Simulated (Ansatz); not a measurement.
# La2NbO3: one candidate of a structure search

The task: take a trial cell of La2NbO3 to zero force and stress.

Computed with Ansatz 0.2.0 (DFT PBE, scalar-relativistic, plane waves, PAW, unless a step's input says otherwise).

1 further run of the same task is left out (set aside as unsound or not needed).

## 1. The system as given

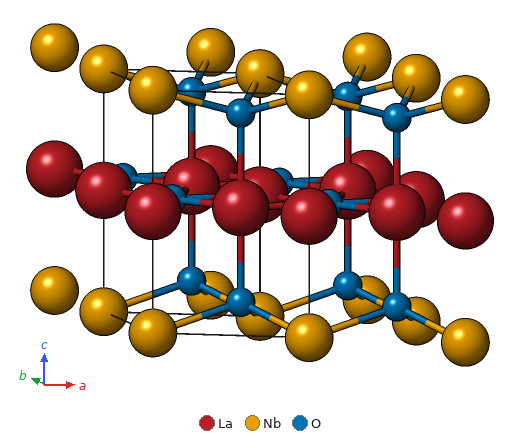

The starting structure, seen slightly off an axis (lanthanum red, niobium amber, oxygen blue). 2×2×1 cells are drawn. Atoms on the faces are drawn again on the opposite ones.

As a file:

```xyz
6
Lattice="4.2345 0.0000 0.0000 -2.1172 3.6671 0.0000 0.0000 0.0000 6.4989" Properties=species:S:1:pos:R:3 pbc="T T T"
La    2.1172    1.2224    3.2495
La    0.0000    0.0000    3.2495
Nb    0.0000    0.0000    0.0000
O     0.0000    2.4448    3.2495
O     2.1172    1.2224    5.7806
O     2.1172    1.2224    0.7184
```

Recipe of the guess: random cell by space group and Wyckoff sites (P-6m2, No. 187). Lengths come from tabulated atomic sizes and are only a guess.

## 2. A first look at the guess

File input.yaml:

```yaml
crystal:
  lattice:
    - [4.2344526, 0.0, 0.0]
    - [-2.1172263, 3.66714353, 0.0]
    - [0.0, 0.0, 6.49893797]
  atoms:
    - { symbol: La, position: [0.66666667, 0.33333333, 0.5] }
    - { symbol: La, position: [0.0, 0.0, 0.5] }
    - { symbol: Nb, position: [0.0, 0.0, 0.0] }
    - { symbol: O, position: [0.33333333, 0.66666667, 0.5] }
    - { symbol: O, position: [0.66666667, 0.33333333, 0.88946124] }
    - { symbol: O, position: [0.66666667, 0.33333333, 0.11053876] }
basis:
  ecutwfc: 420
kpoints:
  mp_grid: { grid: [6, 6, 4] }
hamiltonian:
  xc: pbe
scf:
  occupations: { method: gaussian, width: 0.1 }
  lower_state_search: "off"
output:
  forces: true
  stress: true
  eigenvalues: true
```

Launch:

```
> ansatz run input.yaml --threads 1 --pin off --max-ram 2560MiB --backend cpu --events-out ev --progress --plain --runs-dir out
```

The log of the run, cut to the lines that bear on the results:

```text
[...]
SCF converged after 9 iterations
Free energy (F): -18743.165924 eV
[...]
E sigma→0 (E₀):  -18743.139819 eV
Entropy (-TS):   -0.052210 eV (-8.702 meV/atom)
Fermi energy:    13.224722 eV
[...]
--- Forces (eV/Å), atoms counted from 1 ---
  atom   1  La     0.00000000     0.00000000     0.00000000
  atom   2  La    -0.00000000     0.00000000    -0.00000000
  atom   3  Nb     0.00000000    -0.00000000     0.00000000
  atom   4  O     -0.00000000    -0.00000000     0.00000000
  atom   5  O      0.00000000    -0.00000000    -0.84312796
  atom   6  O     -0.00000000    -0.00000000     0.84312796
[...]
--- Stress (GPa, compression-positive) ---
       39.234733       0.000000      -0.000000
        0.000000      39.234733      -0.000000
       -0.000000      -0.000000       7.080322
  P = ⅓ Tr σ = 28.5166 GPa (285.166 kbar)
--- Band table (eV; the first three rows and the last of 21) ---
[...]
```

Wall time 7.3 s (1 thread of Arm Neoverse V2, shared host); peak memory 0.35 GiB.

From the probe: pressure 28.5 GPa, largest force 0.84 eV/Å, gap on this mesh none (metal). A cheap, loose relaxation comes first.

## 3. Rough relaxation on the coarse mesh

Changes to input.yaml since step 2:

```diff
@@ -25 +25,9 @@
   eigenvalues: true
+  populations: true
+magnetization:
+  spin_polarized: true
+relax:
+  adjacent_minimum: "off"
+  f_tol: 0.04
+  max_steps: 70
+  cell: { stress_tol: 0.4 }
```

Launch:

```
> ansatz run input.yaml --threads 1 --pin off --max-ram 2560MiB --backend cpu --events-out ev --progress --plain --runs-dir out
```

The log of the run:

```text
Warning: RAYON_NUM_THREADS=1 ignored (pool sized by the plan → 1); use --threads N
La: projections on atomic orbitals take those of the free atom [Kr 4d10] 4f0 5s2 5p6 5d1 6s2, of charge +0.00 (hamiltonian.pseudopotentials.projection_atoms); the dataset's partial waves leave at most 1.9e-5 of an orbital's norm unspanned inside its sphere
band count auto-derived: 34 (N_el = 53.0; filled up to band 27; 33 by the electrons, moments and atoms)
Engine: ansatz 0.2.0, aarch64-unknown-linux-gnu
Pseudopotentials: kind: paw
Pseudopotential: La, paw, valence charge 11, recommended cutoff 420 eV (normal), La.paw.azcp
Pseudopotential: Nb, paw, valence charge 13, recommended cutoff 420 eV (normal), Nb.paw.azcp
Pseudopotential: O, paw, valence charge 6, recommended cutoff 420 eV (normal), O.paw.azcp
Functional definition: PBE
  parameter kappa = 0.804
  parameter beta = 0.06672455060314922
  exchange = pbe_x(kappa = kappa, mu = beta*pi^2/3)
  correlation = pbe_c(beta = beta)
Crystal: 6 atoms, lattice volume = 100.918 Å³
Basis set: ecut = 420 eV, 1959 PW (Γ), exchange–correlation on 60×60×90 points (8 copies of the dense FFT grid, shifted against one another)
Bands: 34, of which v1, the nominal top of the filled ones, is band 27 counted from 1 (26 counted from 0)
Symmetry: 12 space group operations
Space group: P-6m2 (ITA 187), of the structure as read, at distance tolerance 4.7e-5 Å
k-points: 21 of 144 (time reversal used)
Non-local potential: La, projectors of the file, l = 0: 3, l = 1: 2, l = 2: 2, l = 3: 3
Non-local potential: Nb, projectors of the file, l = 0: 3, l = 1: 2, l = 2: 2, l = 3: 1
Non-local potential: O, projectors of the file, l = 0: 2, l = 1: 2, l = 2: 1
PAW form: soft (Blöchl's): semilocal exchange-correlation on the pseudo side does not see the compensation charge
PAW one-centre angular grid: La, 590 points (default); XC on 64 Gauss nodes
PAW one-centre angular grid: Nb, 590 points (default); XC on 64 Gauss nodes
PAW one-centre angular grid: O, 110 points (default); XC on 64 Gauss nodes
Initial density: superposition of atomic densities (chi_scale 0.1, normalization cell, long waves kept (reshape's long-wave potential 0.27 eV rms))
Initial wavefunctions: pseudopotential atomic-orbital guess
Functional: x = pbe(κ = 0.804, μ = 0.2195149727645171), c = pbe(β = 0.06672455060314922)
SCF iter   1: F=—  HF=-18838.071669 eV  |F-HF|=—  |Δ(HF+E_count)|=         —  Δρ=3.72e-1 (↑3.72e-1 ↓3.72e-1)  dr2=1.62e3  dr2_m=0.00e0  M=0.000 μB ∫|m|=0.000 μB  β_m=0.30  ethr=3.10e-3  ⟨swp⟩=5.7  Hψ=3018  notcnv=0
preconditioner: auto → Kerker (q_TF=auto, 2.451 Å⁻¹)  [metal: Δε(μ)=0.077 eV  Ē_g=11.202 eV  σ=0.100 eV  W_gap=0.41  n_scr=22 (ndim 8)  ℏωp=25.3 eV  f_vac=0.000  D(μ)=6.17/eV (n_scr^D=54)]
spin=Collinear: Kerker preconditioning applied to the charge; magnetization (m = ρ↑ − ρ↓) channel mixes plain (no charge-response kernel on spin).
SCF iter   2: F=—  HF=-18761.435284 eV  |F-HF|=—  |Δ(HF+E_count)|=    7.66e1  Δρ=1.16e-1 (↑1.16e-1 ↓1.16e-1)  dr2=7.44e1  dr2_m=0.00e0  M=0.000 μB ∫|m|=0.000 μB  β_m=0.28  ethr=3.10e-3  ⟨swp⟩=17.4  Hψ=7781  notcnv=0  defer=41
SCF iter   3: F=—  HF=-18752.732580 eV  |F-HF|=—  |Δ(HF+E_count)|=    8.70e0  Δρ=7.42e-2 (↑7.42e-2 ↓7.42e-2)  dr2=3.24e1  dr2_m=0.00e0  M=0.000 μB ∫|m|=0.000 μB  β_m=0.64  ethr=3.10e-3  ⟨swp⟩=10.1  Hψ=2712  notcnv=0  defer=30
SCF iter   4: F=—  HF=-18744.397560 eV  |F-HF|=—  |Δ(HF+E_count)|=    8.34e0  Δρ=3.03e-2 (↑3.03e-2 ↓3.03e-2)  dr2=1.04e1  dr2_m=0.00e0  M=0.000 μB ∫|m|=0.000 μB  β_m=0.60  ethr=3.10e-3  ⟨swp⟩=8.0  Hψ=2426  notcnv=0  defer=35
SCF iter   5: F=—  HF=-18743.758040 eV  |F-HF|=—  |Δ(HF+E_count)|=   6.40e-1  Δρ=2.55e-2 (↑2.55e-2 ↓2.55e-2)  dr2=3.58e0  dr2_m=0.00e0  M=0.000 μB ∫|m|=0.000 μB  β_m=0.80  ethr=3.10e-3  ⟨swp⟩=7.8  Hψ=2184  notcnv=0  defer=27
SCF iter   6: F=—  HF=-18743.465156 eV  |F-HF|=—  |Δ(HF+E_count)|=   2.93e-1  Δρ=1.60e-2 (↑1.60e-2 ↓1.60e-2)  dr2=5.50e0  dr2_m=0.00e0  M=0.000 μB ∫|m|=0.000 μB  β_m=0.66  ethr=3.10e-3  ⟨swp⟩=7.5  Hψ=2060  notcnv=0  defer=35
SCF iter   7: F=—  HF=-18739.172303 eV  |F-HF|=—  |Δ(HF+E_count)|=    4.29e0  Δρ=6.68e-2 (↑6.68e-2 ↓5.36e-2)  dr2=1.76e0  dr2_m=3.03e0  M=7.000 μB ∫|m|=7.000 μB  ethr=3.10e-3  ⟨swp⟩=5.1  Hψ=1232  notcnv=0  defer=27
Mixer restart at iter 7: flushing history
SCF iter   8: F=—  HF=-18742.734383 eV  |F-HF|=—  |Δ(HF+E_count)|=         —  Δρ=2.66e-2 (↑2.66e-2 ↓2.63e-2)  dr2=1.11e0  dr2_m=5.25e-1  M=4.376 μB ∫|m|=4.393 μB  β_m=0.66  ethr=3.10e-3  ⟨swp⟩=6.7  Hψ=4183  notcnv=0  defer=66
SCF iter   9: F=—  HF=-18743.238415 eV  |F-HF|=—  |Δ(HF+E_count)|=   5.04e-1  Δρ=3.55e-2 (↑3.55e-2 ↓2.53e-2)  dr2=4.67e0  dr2_m=6.03e-1  M=2.350 μB ∫|m|=2.447 μB  β_m=0.56  ethr=2.10e-3  ⟨swp⟩=6.2  Hψ=2988  notcnv=0  defer=69  recentre
SCF iter  10: F=—  HF=-18743.127526 eV  |F-HF|=—  |Δ(HF+E_count)|=   1.11e-1  Δρ=1.96e-2 (↑1.96e-2 ↓1.12e-2)  dr2=1.08e0  dr2_m=1.51e-1  M=3.545 μB ∫|m|=3.567 μB  β_m=0.66  ethr=2.10e-3  ⟨swp⟩=5.0  Hψ=3197  notcnv=0  defer=62
SCF iter  11: F=—  HF=-18743.285135 eV  |F-HF|=—  |Δ(HF+E_count)|=   1.58e-1  Δρ=3.85e-3 (↑3.83e-3 ↓3.85e-3)  dr2=1.41e-2  dr2_m=1.11e-2  M=2.295 μB ∫|m|=2.575 μB  β_m=0.79  ethr=2.03e-3  ⟨swp⟩=2.9  Hψ=1816  notcnv=0  defer=64
SCF iter  12: F=—  HF=-18743.312779 eV  |F-HF|=—  |Δ(HF+E_count)|=   2.76e-2  Δρ=2.64e-3 (↑2.64e-3 ↓2.62e-3)  dr2=2.65e-2  dr2_m=1.62e-3  M=2.023 μB ∫|m|=2.693 μB  β_m=0.79  ethr=2.66e-5  ⟨swp⟩=2.9  Hψ=3044  notcnv=0  defer=62
SCF iter  13: F=—  HF=-18743.312348 eV  |F-HF|=—  |Δ(HF+E_count)|=   4.31e-4  Δρ=8.10e-4 (↑8.09e-4 ↓8.10e-4)  dr2=2.69e-3  dr2_m=4.23e-4  M=1.969 μB ∫|m|=2.749 μB  β_m=0.90  ethr=2.66e-5  ⟨swp⟩=2.3  Hψ=2293  notcnv=0  defer=60
SCF iter  14: F=—  HF=-18743.313332 eV  |F-HF|=—  |Δ(HF+E_count)|=   9.84e-4  Δρ=4.56e-4 (↑4.56e-4 ↓1.33e-4)  dr2=4.92e-4  dr2_m=5.93e-5  M=1.946 μB ∫|m|=2.819 μB  β_m=0.95  ethr=5.07e-6  ⟨swp⟩=2.4  Hψ=2451  notcnv=0  defer=56
SCF iter  15: F=—  HF=-18743.313371 eV  |F-HF|=—  |Δ(HF+E_count)|=   3.92e-5  Δρ=1.54e-4 (↑1.54e-4 ↓7.90e-5)  dr2=4.76e-5  dr2_m=8.32e-6  M=1.935 μB ∫|m|=2.829 μB  β_m=0.97  ethr=9.28e-7  ⟨swp⟩=2.0  Hψ=1967  notcnv=0  defer=56
SCF iter  16: F=—  HF=-18743.313274 eV  |F-HF|=—  |Δ(HF+E_count)|=   9.70e-5  Δρ=6.28e-5 (↑6.28e-5 ↓5.15e-5)  dr2=1.04e-5  dr2_m=8.67e-7  M=1.934 μB ∫|m|=2.833 μB  β_m=0.87  ethr=8.97e-8  ⟨swp⟩=2.2  Hψ=2337  notcnv=0  defer=59
SCF iter  17: F=—  HF=-18743.313273 eV  |F-HF|=—  |Δ(HF+E_count)|=   3.74e-7  Δρ=3.11e-5 (↑3.11e-5 ↓2.00e-5)  dr2=1.81e-6  dr2_m=2.19e-7  M=1.935 μB ∫|m|=2.833 μB  β_m=0.86  ethr=1.97e-8  ⟨swp⟩=2.0  Hψ=2176  notcnv=0  defer=59
SCF iter  18: F=—  HF=-18743.313274 eV  |F-HF|=—  |Δ(HF+E_count)|=   2.24e-7  Δρ=9.58e-6 (↑9.58e-6 ↓5.49e-6)  dr2=1.78e-7  dr2_m=3.09e-8  M=1.936 μB ∫|m|=2.833 μB  β_m=0.93  ethr=3.41e-9  ⟨swp⟩=2.0  Hψ=2018  notcnv=0  defer=59
iter 19 did not close the SCF: its close was put off for a magnetic moment that had not settled (scf_convergence_deferred on its scf_iter line)
SCF iter  19: F=-18743.313274 eV  HF=-18743.313274 eV  |F-HF|=6.17e-8  |Δ(HF+E_count)|=   8.81e-8  Δρ=3.86e-6 (↑3.86e-6 ↓1.74e-6)  dr2=8.37e-8  dr2_m=3.56e-9  M=1.936 μB ∫|m|=2.833 μB  β_m=0.96  ethr=1.89e-10  ⟨swp⟩=15.0  Hψ=9620  notcnv=0
SCF iter  20: F=-18743.313274 eV  HF=-18743.313274 eV  |F-HF|=7.12e-9  |Δ(HF+E_count)|=   2.07e-9  Δρ=1.35e-6 (↑1.35e-6 ↓5.62e-7)  dr2=1.04e-8  dr2_m=4.76e-10  M=1.936 μB ∫|m|=2.833 μB  ethr=1.58e-10  ⟨swp⟩=2.5  Hψ=4219  notcnv=0
SCF 1 converged in 20 iterations: F = -18743.313274 eV  dr2 = 1.04e-8
relax step   1: F+E_penalty+E_count = -18743.31327378 eV  Δ(F+E_penalty+E_count) = +0.000e0 eV  max|allowed force component| = 8.954e-1 eV/Å  Δτ_max = 0.0000 Å  P = +30.897 GPa  Ω = 100.918 Å³  (20 SCF iters, dr2 threshold 1.00e-7 eV, accepted)
[... from here on, the SCF cycles and remarks between the steps are left out ...]
relax step   2: F+E_penalty+E_count = -18745.13535945 eV  Δ(F+E_penalty+E_count) = -1.822e0 eV  max|allowed force component| = 4.604e-1 eV/Å  Δτ_max = 0.0006 Å  P = +11.894 GPa  Ω = 111.972 Å³  energy of the carried Pulay correction = -2.404e-2 eV  (12 SCF iters, dr2 threshold 6.00e-7 eV, accepted)
relax step   3: F+E_penalty+E_count = -18745.73307554 eV  Δ(F+E_penalty+E_count) = -5.977e-1 eV  max|allowed force component| = 1.608e-1 eV/Å  Δτ_max = 0.0130 Å  P = +2.947 GPa  Ω = 118.977 Å³  energy of the carried Pulay correction = -3.803e-2 eV  (13 SCF iters, dr2 threshold 6.00e-7 eV, accepted)
relax step   4: F+E_penalty+E_count = -18745.90351138 eV  Δ(F+E_penalty+E_count) = -1.704e-1 eV  max|allowed force component| = 1.980e-1 eV/Å  Δτ_max = 0.0195 Å  P = +0.401 GPa  Ω = 120.821 Å³  energy of the carried Pulay correction = -4.157e-2 eV  (15 SCF iters, dr2 threshold 6.00e-7 eV, accepted)
relax step   5: F+E_penalty+E_count = -18745.98008222 eV  Δ(F+E_penalty+E_count) = -7.657e-2 eV  max|allowed force component| = 3.316e-1 eV/Å  Δτ_max = 0.0288 Å  P = +0.063 GPa  Ω = 119.263 Å³  energy of the carried Pulay correction = -3.858e-2 eV  (14 SCF iters, dr2 threshold 6.00e-7 eV, accepted)
relax step   6: F+E_penalty+E_count = -18745.98143793 eV  Δ(F+E_penalty+E_count) = -1.356e-3 eV  max|allowed force component| = 1.671e-2 eV/Å  Δτ_max = 0.0086 Å  P = -0.172 GPa  Ω = 119.783 Å³  energy of the carried Pulay correction = -3.958e-2 eV  (11 SCF iters, dr2 threshold 6.00e-7 eV, accepted)
relax step   7: F+E_penalty+E_count = -18746.26441206 eV  Δ(F+E_penalty+E_count) = -2.830e-1 eV  max|allowed force component| = 9.598e-3 eV/Å  Δτ_max = 0.0000 Å  P = +2.529 GPa  Ω = 119.783 Å³  stress off target by 3.61e0 GPa  SCF on the basis re-selected at this cell (its energy is not comparable with the rows above)  (13 SCF iters)
relax step   8: F+E_penalty+E_count = -18746.31157539 eV  Δ(F+E_penalty+E_count) = -4.716e-2 eV  max|allowed force component| = 1.944e-1 eV/Å  Δτ_max = 0.0093 Å  P = +2.083 GPa  Ω = 121.464 Å³  energy of the carried Pulay correction = -5.429e-3 eV  (13 SCF iters, dr2 threshold 6.00e-7 eV, accepted)
relax step   9: F+E_penalty+E_count = -18746.31611879 eV  Δ(F+E_penalty+E_count) = -4.543e-3 eV  max|allowed force component| = 2.279e-2 eV/Å  Δτ_max = 0.0007 Å  P = -0.793 GPa  Ω = 126.984 Å³  energy of the carried Pulay correction = -2.054e-2 eV  (14 SCF iters, dr2 threshold 6.00e-7 eV, accepted)
relax step  10: F+E_penalty+E_count = -18746.32503294 eV  Δ(F+E_penalty+E_count) = -8.914e-3 eV  max|allowed force component| = 6.796e-3 eV/Å  Δτ_max = 0.0027 Å  P = -0.050 GPa  Ω = 125.427 Å³  energy of the carried Pulay correction = -1.587e-2 eV  (12 SCF iters, dr2 threshold 6.00e-7 eV, accepted)
relax step  11: F+E_penalty+E_count = -18746.34554923 eV  Δ(F+E_penalty+E_count) = -2.052e-2 eV  max|allowed force component| = 5.041e-3 eV/Å  Δτ_max = 0.0000 Å  P = +0.045 GPa  Ω = 125.427 Å³  stress off target by 1.65e-1 GPa  SCF on the basis re-selected at this cell (its energy is not comparable with the rows above)  (9 SCF iters)
basis re-selected at this cell: Δ(F+E_penalty+E_count) = -2.052e-2 eV, ΔP = +0.096 GPa vs the last step (what re-selecting the basis moved, of the pressure what is left beyond the Pulay correction that the steps carried, after the strain that the cell walked since its last selection, with what the two solves' SCF thresholds leave and, on support functions, any second-order correction that the steps lacked; it is no measure of the basis error at this ecutwfc). This SCF's stress stands 1.65e-1 GPa from its target on what of the cell is left free (relax.cell.stress_tol is 4.00e-1 GPa) and its largest allowed force component is 5.04e-3 eV/Å (relax.f_tol is 4.00e-2 eV/Å): within both
SCF converged after 9 iterations
Magnetization: 2.9438 μB (27.9719 up, 25.0281 down)
Absolute magnetization: 3.0574 μB (∫|ρ↑−ρ↓|, with the PAW one-centre terms)
Spin contamination: 0.1567 ħ² per cell (⟨S²⟩ above its minimum at these occupations)
Per-site moments (μB) at R_I (Å): [(-0.015190407774292291, 0.9219026098698937), (0.05971420597997254, 1.1810767265582005), (1.859945641246575, 1.2145759474387106), (0.07373744018073294, 1.1810767265582005), (0.06626331861479487, 0.5853466751376334), (0.06626331861479498, 0.5853466751376334)]
Free energy (F): -18746.345549 eV
Harris-Foulkes:  -18746.345549 eV  (|F-HF|=1.46e-11)
Internal energy: -18746.298395 eV  (E = F + TS)
E sigma→0 (E₀):  -18746.321972 eV
Entropy (-TS):   -0.047154 eV (-7.859 meV/atom)
Fermi energy:    10.127103 eV
--- Per-component energies (eV) ---
  E_band       = -286.127670
  E_kinetic    = 1304.727240
  E_local      = -3063.006912  (includes V_loc(G=0)·N_el)
  E_nonlocal   = 465.121641
  E_hartree    = 1068.066686
  E_xc         = -672.469745
  E_vxc        = -786.665548  (∫ρ·V_xc dr)
  E_paw        = -14382.373279  (= ΣΔE_a)
  E_vpaw       = -342.444918  (= ΣTr[D̂ρ^β])
  E_aug_tail   = 0.006995  (compensation charges beyond the density's cutoff)
  E_ewald      = -3466.371020
  E_smearing   = -0.047154  (= −TS)
  E_closure    = 0.000000  (closes the sum)
  Σ components = -18746.345549   (vs F -18746.345549, Δ=0.00e0)
--- Forces (eV/Å), atoms counted from 1 ---
  atom   1  La    -0.00000000     0.00000000    -0.00000000
  atom   2  La     0.00000000    -0.00000000     0.00000000
  atom   3  Nb     0.00000000    -0.00000000     0.00000000
  atom   4  O     -0.00000000     0.00000000    -0.00000000
  atom   5  O      0.00000000    -0.00000000    -0.00504089
  atom   6  O      0.00000000    -0.00000000     0.00504089
  max |Σ_I F_I| component: 4.28e-17 eV/Å
--- Stress (GPa, compression-positive) ---
        0.150422       0.000000      -0.000000
       -0.000000       0.150422      -0.000000
       -0.000000      -0.000000      -0.164522
  P = ⅓ Tr σ = 0.0454 GPa (0.454 kbar)
--- Band table (eV; the first three rows and the last of 42) ---
  k-point 0 ↑: bands = ["-45.4504", "-23.4224", "-22.0089", "-21.7447", "-21.7447", "-21.4977", "-13.5560", "-9.0957", "-8.2910", "-8.2910", "-7.2119", "-6.2889", "-5.2654", "-5.2654", "-3.4966", "1.1135", "3.4024", "3.4024", "6.6389", "6.6389", "6.6554", "6.6554", "7.5187", "7.8496", "9.1146", "9.1146", "9.2063", "10.2825", "10.2825", "11.2094", "11.3494", "11.6042", "11.6042", "11.7912"]
[... 3 lines left out ...]
--- Relaxed structure (9 steps of the walk, 9 accepted, 2 SCFs on fresh bases) ---
  F+E_penalty+E_count = -18746.34554923 eV   max|allowed force component| = 5.041e-3 eV/Å   (the final SCF, on the basis selected at the relaxed cell)
  cell:  # Å, volume = 125.4270 Å³
    - [4.959236116450758, 1.3025189448486464e-32, -6.055825662172589e-18]
    - [-2.479618058225379, 4.29482446021164, 3.0279128310862962e-18]
    - [-9.294338374819544e-18, 2.867625337704548e-33, 5.888853078490718]
  atoms:
    - { symbol: La, position: [0.6666666666666669, 0.33333333333333326, 0.5000000000000001] }
    - { symbol: La, position: [1.9531701297873638e-17, -6.16790569695743e-17, 0.5000000000000001] }
    - { symbol: Nb, position: [1.9531701297873635e-17, -6.16790569695743e-17, -8.89747157655873e-20] }
    - { symbol: O, position: [0.33333333333333337, 0.6666666666666666, 0.5000000000000001] }
    - { symbol: O, position: [0.6666666666666669, 0.33333333333333326, 0.8795162467254501] }
    - { symbol: O, position: [0.6666666666666669, 0.33333333333333326, 0.12048375327455008] }
--- Löwdin populations: 6 sites ---
  site symbol       q [e]    m [muB]
     0     La     10.4455    -0.0289
     1     La     10.8760     0.1368
     2     Nb     12.3556     2.5485
     3      O      6.5986     0.0796
     4      O      6.2875     0.0946
     5      O      6.2875     0.0946
  spilling = 0.002818 (of n_electrons = 53.000000)
```

Wall time 4.6 min (1 thread of Arm Neoverse V2, shared host); peak memory 0.47 GiB.

The steps of the relaxation:

```
step  E - E(step 1) (eV/cell)  largest force component (eV/Å)  pressure (GPa)  volume (Å³)
   1                   0.0000                          0.8954           30.90       100.92
   2                  -1.8221                          0.4604           11.89       111.97
   3                  -2.4198                          0.1608            2.95       118.98
   4                  -2.5902                          0.1980            0.40       120.82
   5                  -2.6668                          0.3316            0.06       119.26
   6                  -2.6682                          0.0167           -0.17       119.78
   7                  -2.9511                          0.0096            2.53       119.78
   8                  -2.9983                          0.1944            2.08       121.46
   9                  -3.0028                          0.0228           -0.79       126.98
  10                  -3.0118                          0.0068           -0.05       125.43
  11                  -3.0323                          0.0050            0.05       125.43
```

Step 1 is the start. Steps 7, 11 each repeat the geometry before them on a plane-wave basis chosen anew, so the energy can jump there without any move.

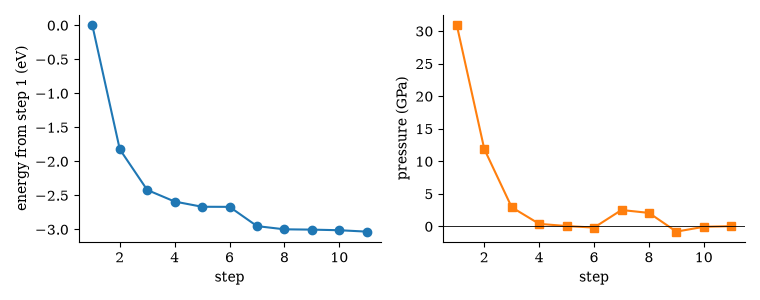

Energy and pressure along the relaxation.

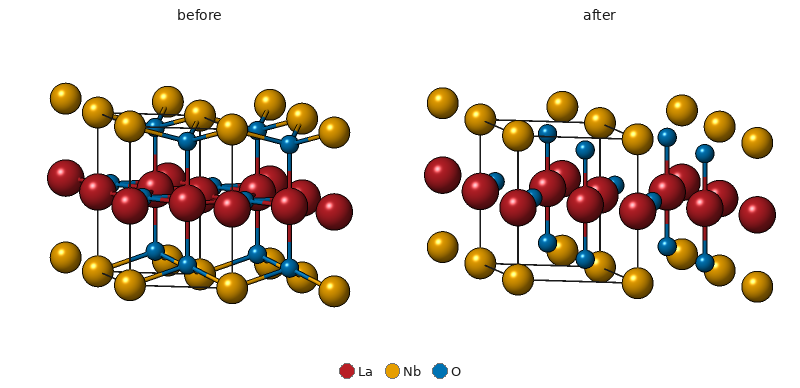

The structure before (left) and after (right) the relaxation, drawn at the same scale.

|  | before | after | change |
| --- | --- | --- | --- |
| a (Å) | 4.234 | 4.959 | +17.1 % |
| b (Å) | 4.234 | 4.959 | +17.1 % |
| c (Å) | 6.499 | 5.889 | -9.4 % |
| volume (Å³/atom) | 16.82 | 20.90 | +24.3 % |
| shortest distance (Å) | 1.437 | 1.419 | -1.2 % |
| space group (0.01 Å) | P-6m2 | P-6m2 | same |

The run keeps the 12 symmetry operations of the start, so it could not have lowered the symmetry.

Per atom:

```
atom  moment in the atom's sphere (μB)  Löwdin electrons
 La1                             -0.02             10.45
 La2                              0.06             10.88
 Nb3                              1.86             12.36
  O4                              0.07              6.60
  O5                              0.07              6.29
  O6                              0.07              6.29
```

(Part 1 of 2 ends here.)
